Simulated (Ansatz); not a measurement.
**Molecular dynamics, with input and output: SiHCl2F (part 4 of 4)**

Continued. System: SiHCl2F. Method: RKS PBE0/def2-SVP (Ansatz 0.2.0). It belongs to a series of runs on one base structure; here: dynamics from the start.

Geometry of the input (Å):
```
Si 0.0183  -0.0310  0.0004
H  0.0045  -0.0075  1.4735
Cl 1.9307  -0.0044  -0.7029
F  -0.7363  1.2761  -0.5558
Cl -0.9608  -1.6738  -0.7033
```

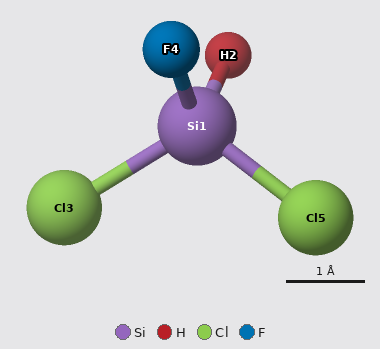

Figure 1. The geometry at step 206 of the log (ball-and-stick view, seen at a tilt; atoms are numbered from 1 in the order of the input).

**Trajectory as extended XYZ, continued**
```
5
Properties=species:S:1:pos:R:3:forces:R:3 step=103 time_fs=51.5 energy=-35633.63559 temperature=678.7
Si    0.0133    0.0087   -0.0261   -0.0244  -0.8956   0.3588
H    -0.1025   -0.1764    1.4153    0.2594   0.5119   0.4275
Cl    1.9236   -0.0568   -0.7013    0.1626   0.3652  -0.0423
F    -0.8024    1.2811   -0.5274    0.0278   0.5630  -0.1990
Cl   -0.9113   -1.6508   -0.6975   -0.4254  -0.5446  -0.5449
5
Properties=species:S:1:pos:R:3:forces:R:3 step=111 time_fs=55.5 energy=-35633.61240 temperature=620.5
Si    0.0327   -0.0121   -0.0017   -1.3294   0.8508  -1.4729
H    -0.1025   -0.0898    1.3962    0.1791   0.2351   1.5646
Cl    1.9108   -0.0525   -0.7035    0.6019   0.2785  -0.1183
F    -0.8058    1.2970   -0.5480    0.8911  -0.8532   0.3795
Cl   -0.9120   -1.6496   -0.7031   -0.3428  -0.5112  -0.3529
5
Properties=species:S:1:pos:R:3:forces:R:3 step=120 time_fs=60.0 energy=-35633.55713 temperature=478.3
Si    0.0457   -0.0299    0.0194   -2.2572   1.9757   0.8322
H    -0.0643    0.0481    1.5688    0.2776  -0.1062  -1.3382
Cl    1.8996   -0.0463   -0.7066    0.9271   0.1716  -0.2038
F    -0.8012    1.3067   -0.5675    1.2851  -1.6666   0.7487
Cl   -0.9146   -1.6508   -0.7111   -0.2326  -0.3746  -0.0389
5
Properties=species:S:1:pos:R:3:forces:R:3 step=129 time_fs=64.5 energy=-35633.58456 temperature=547.9
Si    0.0438   -0.0346    0.0441   -1.9032   2.1833  -0.1980
H     0.0210    0.1665    1.5454    0.0145  -0.3913  -0.7172
Cl    1.8932   -0.0392   -0.7108    0.8564   0.0745  -0.1779
F    -0.7838    1.2999   -0.5796    1.1463  -1.7033   0.8317
Cl   -0.9184   -1.6540   -0.7194   -0.1140  -0.1631   0.2614
5
Properties=species:S:1:pos:R:3:forces:R:3 step=137 time_fs=68.5 energy=-35633.55506 temperature=473.6
Si    0.0311   -0.0265    0.0641   -1.0301   1.1532  -2.9670
H     0.1026    0.2175    1.4344   -0.1303  -0.1372   1.9142
Cl    1.8915   -0.0324   -0.7153    0.5605   0.0007  -0.0847
F    -0.7587    1.2795   -0.5834    0.6116  -1.0885   0.6289
Cl   -0.9224   -1.6576   -0.7256   -0.0117   0.0718   0.5085
5
Properties=species:S:1:pos:R:3:forces:R:3 step=146 time_fs=73.0 energy=-35633.61696 temperature=631.1
Si    0.0107   -0.0101    0.0713    0.6266  -0.2042  -0.1918
H     0.1656    0.2349    1.5523   -0.4445  -0.4726  -0.5537
Cl    1.8924   -0.0248   -0.7207    0.1889  -0.0250   0.0741
F    -0.7251    1.2471   -0.5819   -0.4092   0.4417   0.0235
Cl   -0.9270   -1.6613   -0.7299    0.0382   0.2602   0.6480
5
Properties=species:S:1:pos:R:3:forces:R:3 step=154 time_fs=77.0 energy=-35633.49227 temperature=311.3
Si   -0.0043    0.0032    0.0747    1.9126  -2.0707   1.1599
H     0.1554    0.1833    1.6168   -0.5189  -0.3809  -1.3649
Cl    1.8941   -0.0182   -0.7253   -0.0754  -0.0177   0.2433
F    -0.6984    1.2218   -0.5803   -1.3862   2.1011  -0.7135
Cl   -0.9309   -1.6635   -0.7308    0.0679   0.3682   0.6753
5
Properties=species:S:1:pos:R:3:forces:R:3 step=163 time_fs=81.5 energy=-35633.51396 temperature=366.4
Si   -0.0091    0.0047    0.0840    1.9420  -3.0236  -1.3450
H     0.0569    0.0628    1.4985   -0.1828   0.0340   1.2138
Cl    1.8957   -0.0108   -0.7291   -0.2259  -0.0072   0.4257
F    -0.6815    1.2132   -0.5852   -1.6249   2.6137  -0.8903
Cl   -0.9349   -1.6640   -0.7283    0.0915   0.3830   0.5958
5
Properties=species:S:1:pos:R:3:forces:R:3 step=171 time_fs=85.5 energy=-35633.61758 temperature=632.4
Si   -0.0023   -0.0106    0.0864    1.0476  -1.8795  -1.3296
H    -0.0660   -0.0456    1.5272    0.0230   0.1926   0.6011
Cl    1.8961   -0.0043   -0.7305   -0.2090  -0.0099   0.5495
F    -0.6799    1.2269   -0.5966   -0.9199   1.4802  -0.2033
Cl   -0.9380   -1.6628   -0.7234    0.0583   0.2167   0.3823
5
Properties=species:S:1:pos:R:3:forces:R:3 step=180 time_fs=90.0 energy=-35633.55214 temperature=465.6
Si    0.0115   -0.0394    0.0813   -0.4791   0.0319   0.1565
H    -0.1917   -0.1292    1.6362    0.4855   0.3932  -1.5168
Cl    1.8956    0.0030   -0.7294   -0.0341  -0.0469   0.5553
F    -0.6866    1.2559   -0.6111    0.0729  -0.2715   0.7090
Cl   -0.9413   -1.6603   -0.7160   -0.0453  -0.1066   0.0960
5
Properties=species:S:1:pos:R:3:forces:R:3 step=189 time_fs=94.5 energy=-35633.55002 temperature=458.3
Si    0.0225   -0.0681    0.0754   -1.0725   1.7273  -1.7778
H    -0.2322   -0.1415    1.5137    0.4198   0.3037   0.2805
Cl    1.8949    0.0100   -0.7252    0.1506  -0.1032   0.4833
F    -0.6928    1.2825   -0.6186    0.6956  -1.4527   1.1885
Cl   -0.9449   -1.6585   -0.7080   -0.1935  -0.4751  -0.1745
5
Properties=species:S:1:pos:R:3:forces:R:3 step=197 time_fs=98.5 energy=-35633.48101 temperature=282.3
Si    0.0265   -0.0842    0.0603   -1.0098   2.5318  -2.9166
H    -0.2025   -0.1028    1.4420    0.1855   0.1647   1.7081
Cl    1.8950    0.0157   -0.7192    0.3239  -0.1544   0.3377
F    -0.6928    1.2945   -0.6154    0.8289  -1.8129   1.1844
Cl   -0.9489   -1.6590   -0.7016   -0.3285  -0.7292  -0.3136
5
Properties=species:S:1:pos:R:3:forces:R:3 step=206 time_fs=103.0 energy=-35633.57670 temperature=528.5
Si    0.0241   -0.0860    0.0280   -0.9912   2.5377   0.7265
H    -0.1249   -0.0319    1.5730    0.3391  -0.0610  -1.3002
Cl    1.8968    0.0214   -0.7108    0.5314  -0.1940   0.0858
F    -0.6850    1.2908   -0.6007    0.5414  -1.4685   0.8100
Cl   -0.9552   -1.6633   -0.6961   -0.4207  -0.8141  -0.3221
5
Properties=species:S:1:pos:R:3:forces:R:3 step=214 time_fs=107.0 energy=-35633.67324 temperature=776.7
Si    0.0165   -0.0732    0.0015   -0.1183   1.4837   1.2619
H    -0.0076    0.0238    1.5356   -0.0065  -0.2174  -1.0749
Cl    1.9008    0.0256   -0.7030    0.6055  -0.2188  -0.1314
F    -0.6736    1.2752   -0.5807   -0.1101  -0.4014   0.1804
Cl   -0.9627   -1.6708   -0.6926   -0.3706  -0.6462  -0.2359
5
Properties=species:S:1:pos:R:3:forces:R:3 step=223 time_fs=111.5 energy=-35633.57745 temperature=531.2
Si    0.0076   -0.0503   -0.0222    0.9896  -0.9063  -0.7351
H     0.1236    0.0510    1.3628   -0.2162  -0.1338   1.9465
Cl    1.9084    0.0291   -0.6948    0.6191  -0.2276  -0.3917
F    -0.6625    1.2550   -0.5569   -1.1993   1.5090  -0.7428
Cl   -0.9729   -1.6825   -0.6898   -0.1932  -0.2413  -0.0769
5
Properties=species:S:1:pos:R:3:forces:R:3 step=231 time_fs=115.5 energy=-35633.53636 temperature=423.5
Si    0.0052   -0.0343   -0.0442    1.8664  -2.4374   1.8273
H     0.2021    0.0488    1.4244   -0.5473  -0.2245  -0.0693
Cl    1.9180    0.0312   -0.6893    0.5681  -0.2001  -0.5369
F    -0.6624    1.2491   -0.5416   -1.8685   2.7454  -1.2324
Cl   -0.9829   -1.6940   -0.6878   -0.0187   0.1167   0.0113
5
Properties=species:S:1:pos:R:3:forces:R:3 step=240 time_fs=120.0 energy=-35633.54014 temperature=434.7
Si    0.0141   -0.0314   -0.0579    1.3287  -2.0346   2.7279
H     0.1943    0.0089    1.4923   -0.5935  -0.1426  -1.3136
Cl    1.9317    0.0326   -0.6859    0.4577  -0.1509  -0.5361
F    -0.6795    1.2674   -0.5358   -1.3658   1.9193  -0.9024
Cl   -0.9942   -1.7064   -0.6854    0.1730   0.4087   0.0242
5
Properties=species:S:1:pos:R:3:forces:R:3 step=249 time_fs=124.5 energy=-35633.68035 temperature=794.7
Si    0.0314   -0.0418   -0.0551   -0.4765  -0.2244  -0.5273
H     0.0807   -0.0576    1.3673   -0.1262   0.0015   1.1243
Cl    1.9480    0.0331   -0.6853    0.3100  -0.1084  -0.4052
F    -0.7100    1.3044   -0.5388   -0.0506  -0.2281  -0.1468
Cl   -1.0046   -1.7166   -0.6830    0.3433   0.5593  -0.0449
5
Properties=species:S:1:pos:R:3:forces:R:3 step=257 time_fs=128.5 energy=-35633.62308 temperature=646.9
Si    0.0447   -0.0529   -0.0534   -1.5709   0.9680  -0.6958
H    -0.0478   -0.1179    1.3824    0.1570   0.1291   0.7266
Cl    1.9638    0.0330   -0.6867    0.0767  -0.0842  -0.2003
F    -0.7381    1.3364   -0.5432    0.8804  -1.6071   0.3270
Cl   -1.0123   -1.7231   -0.6810    0.4569   0.5942  -0.1575
5
Properties=species:S:1:pos:R:3:forces:R:3 step=266 time_fs=133.0 energy=-35633.43391 temperature=161.2
Si    0.0493   -0.0594   -0.0547   -2.2158   1.4163   1.0840
H    -0.1567   -0.1591    1.4944    0.5911   0.3253  -1.3882
Cl    1.9820    0.0325   -0.6893   -0.2838  -0.0781  -0.0039
F    -0.7613    1.3570   -0.5451    1.3750  -2.2762   0.5391
Cl   -1.0186   -1.7273   -0.6797    0.5335   0.6127  -0.2310
5
Properties=species:S:1:pos:R:3:forces:R:3 step=274 time_fs=137.0 energy=-35633.49610 temperature=319.6
Si    0.0411   -0.0571   -0.0510   -1.7044   1.4583  -0.2990
H    -0.1660   -0.1470    1.4155    0.4884   0.2438  -0.1081
Cl    1.9968    0.0317   -0.6916   -0.7113  -0.0861   0.1442
F    -0.7705    1.3563   -0.5423    1.3828  -2.2338   0.4988
Cl   -1.0217   -1.7283   -0.6795    0.5446   0.6178  -0.2359
5
Properties=species:S:1:pos:R:3:forces:R:3 step=283 time_fs=141.5 energy=-35633.54813 temperature=455.0
Si    0.0213   -0.0453   -0.0502   -0.4434   0.8417  -1.9095
H    -0.0941   -0.0922    1.3474    0.1810   0.0663   1.6413
Cl    2.0097    0.0303   -0.6935   -1.1473  -0.0917   0.2154
F    -0.7678    1.3344   -0.5345    0.8993  -1.4699   0.1964
Cl   -1.0225   -1.7261   -0.6804    0.5103   0.6535  -0.1437
5
Properties=species:S:1:pos:R:3:forces:R:3 step=291 time_fs=145.5 energy=-35633.61206 temperature=618.9
Si    0.0010   -0.0301   -0.0578    0.9156  -0.5436   1.2589
H     0.0022   -0.0307    1.4798    0.0239  -0.0088  -1.0829
Cl    2.0160    0.0286   -0.6943   -1.3884  -0.0854   0.1802
F    -0.7578    1.3025   -0.5260    0.0023  -0.0381  -0.3231
Cl   -1.0207   -1.7211   -0.6820    0.4466   0.6759  -0.0331
5
Properties=species:S:1:pos:R:3:forces:R:3 step=300 time_fs=150.0 energy=-35633.51972 temperature=381.3
Si   -0.0154   -0.0171   -0.0593    2.5818  -2.2277   1.8898
H     0.1099    0.0347    1.4708   -0.3125  -0.1658  -1.0243
Cl    2.0159    0.0264   -0.6942   -1.4703  -0.0836   0.0991
F    -0.7471    1.2672   -0.5199   -1.1553   1.8663  -1.0163
Cl   -1.0165   -1.7121   -0.6839    0.3563   0.6108   0.0517
```
